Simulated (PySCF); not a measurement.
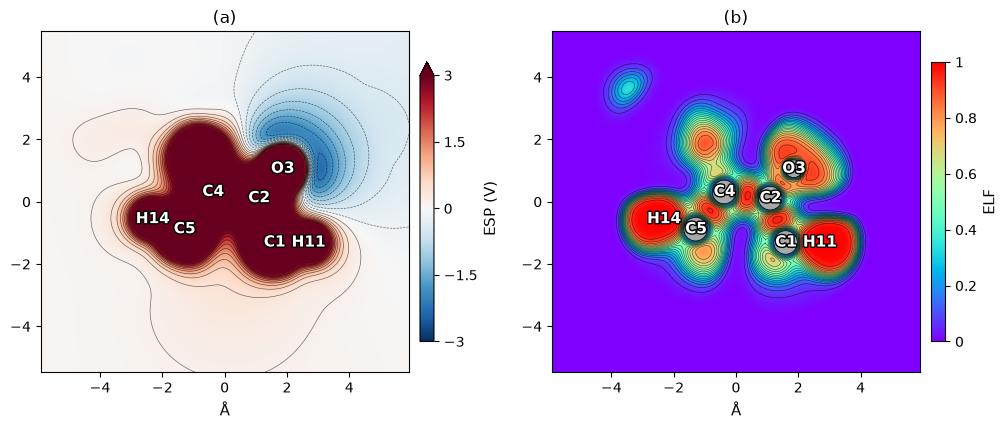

C₆H₁₂O₂Si. (a) molecular electrostatic potential; (b) electron localisation function on the plane of atoms C1, C2 and O3. Grey discs cover the atomic cores in the ELF map.

Geometry: GFN2-xTB.

These are results of PySCF 2.14.0, PBE0/pcSseg-1, SCF density, gas phase, non-relativistic, not measurements.

```yaml
atoms:
  - { symbol: C, position_ang: [-2.8598, 0.8867, 0.0408] }
  - { symbol: C, position_ang: [-1.5571, 0.8851, -0.7170] }
  - { symbol: O, position_ang: [-1.3198, 1.6959, -1.5859] }
  - { symbol: C, position_ang: [-0.5552, -0.1472, -0.3339] }
  - { symbol: C, position_ang: [-0.9214, -1.2039, 0.6790] }
  - { symbol: C, position_ang: [0.4267, -0.5271, -1.4331] }
  - { symbol: C, position_ang: [0.8831, 0.3648, -0.3355] }
  - { symbol: O, position_ang: [1.7316, -0.1141, 0.6283] }
  - { symbol: Si, position_ang: [3.3439, 0.0212, 0.7629] }
  - { symbol: H, position_ang: [-3.3420, -0.0850, -0.0296] }
  - { symbol: H, position_ang: [-3.5139, 1.6526, -0.3675] }
  - { symbol: H, position_ang: [-2.6707, 1.0991, 1.0909] }
  - { symbol: H, position_ang: [-1.2775, -0.7545, 1.6033] }
  - { symbol: H, position_ang: [-0.0409, -1.7964, 0.9142] }
  - { symbol: H, position_ang: [-1.6927, -1.8653, 0.2875] }
  - { symbol: H, position_ang: [0.2642, -0.0890, -2.4057] }
  - { symbol: H, position_ang: [0.7859, -1.5443, -1.4335] }
  - { symbol: H, position_ang: [1.0163, 1.4169, -0.5688] }
  - { symbol: H, position_ang: [4.0283, -0.5695, -0.3897] }
  - { symbol: H, position_ang: [3.5184, -0.7347, 1.9928] }
  - { symbol: H, position_ang: [3.7438, 1.4257, 0.8725] }
```

Interpret the plot.

Answer.
- The section cuts through C, O and H sites.
- C–O (1.21 Å): the ELF peaks at about 0.85 between the atoms (a short, multiple covalent bond).
- C–C (1.51 Å): the ELF peaks at about 0.95 between the atoms: localised, covalent bonding.
- C–H (1.09 Å): the ELF climbs to about 1 towards the hydrogen, as it does in any bond to H; a covalent bond by its length.
- C–C (1.51 Å): the ELF peaks at about 0.95 between the atoms; a shared electron pair.
- The ELF also peaks beside O3, away from the bonds: lone-pair regions.
- Outside the dense part of the molecule the potential is most negative (−2.3 V) near O3.
